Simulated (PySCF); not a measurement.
# Br3Ti ([TiBr3]-): the cost of one run

Programs: PySCF 2.14.0, with routines of our own; each step states its level. All values are computed. Atoms count from 0.

## Step 1: The starting structure

4 atoms, charge -1, states of the metal's open shell are computed; geometry from: model geometry, bond lengths from ionic radii.

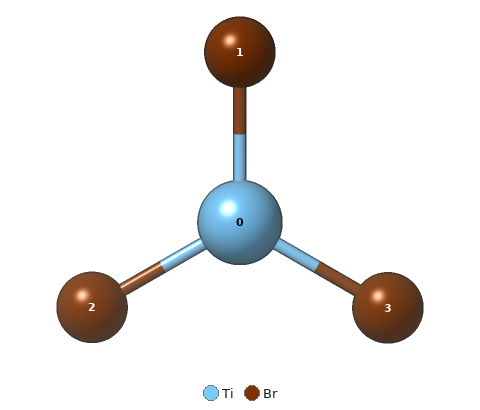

The starting geometry (titanium blue, bromine brown); sticks join atoms by distance alone.

## Step 2: Ligand-field states: state-averaged CASSCF in water

The job: settings as JSON, then the geometry in Å.

```
{"job": {"kind": "lf", "basis": {"metal": "x2c-TZVPall", "ligand": "x2c-SVPall"}, "nevpt": true, "solvent": "water"}, "charge": -1, "metal": "Ti", "open_shell": "d2"}
Ti     0.000000     0.000000     0.000000
Br     2.540000     0.000000     0.000000
Br    -1.270000     2.199705     0.000000
Br    -1.270000    -2.199705     0.000000
```

Method: state-averaged CASSCF of the metal d shell, SC-NEVPT2 on the averaged canonical orbitals, state-interaction spin-orbit coupling.

Started as:

```
OMP_NUM_THREADS=1 python lf_run.py task.json out
```

One launch serves the whole session: the jobs run in the order shown.

**Question.** How long does this first job take on 1 thread of Arm Neoverse N1, shared host, and how much memory does it need?

About 32 s, with a peak of 0.38 GiB.
